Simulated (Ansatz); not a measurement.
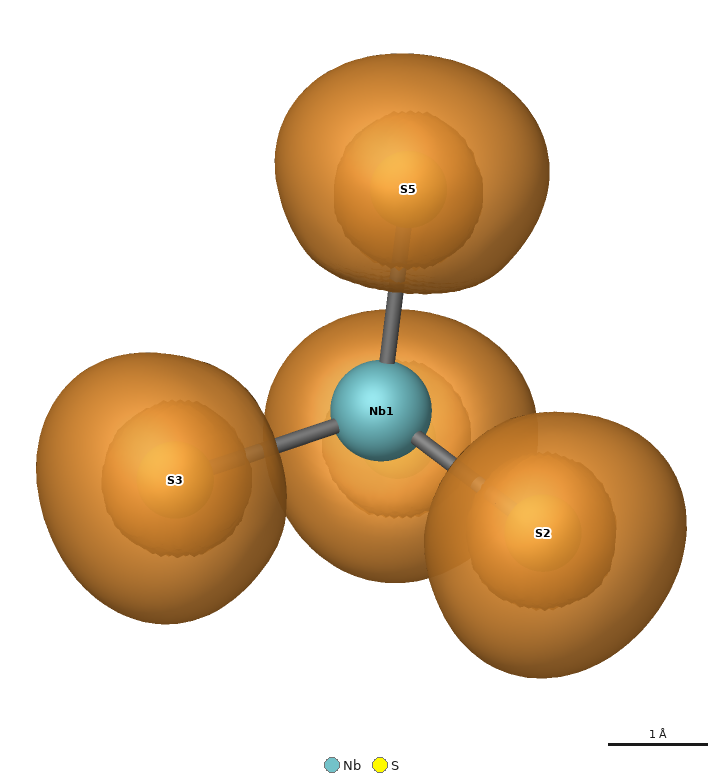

The picture shows: NbS4 (charge −3). Isosurface of the electron localisation function at 0.75 (orange), seen at an oblique angle. Core shells and regions of very low density are left out.

Geometry: B3LYP-D4/def2-SVPD; core potentials replace the inner electrons of Nb; the highest occupied orbital lies above zero, a sign that basis and functional describe the outermost electron poorly.

Method: RKS PBE0-D4/def2-TZVPD in Ansatz.

```yaml
atoms:
  - { symbol: Nb, position_ang: [-0.0003, 0.0000, -0.0001] }
  - { symbol: S, position_ang: [0.0111, -0.0180, 2.3299] }
  - { symbol: S, position_ang: [2.1930, 0.0110, -0.7867] }
  - { symbol: S, position_ang: [-1.1063, 1.9061, -0.7569] }
  - { symbol: S, position_ang: [-1.0976, -1.8992, -0.7861] }
```

Describe the localisation domains.

Answer. The surface consists of four regions wrapped around S (the valence shell of each). Profiles from the grid: Nb–S (2.33 Å): the ELF peaks at about 0.80 in the valence shell of S, 0.9 Å from its nucleus, and is about 0.50 at the midpoint.
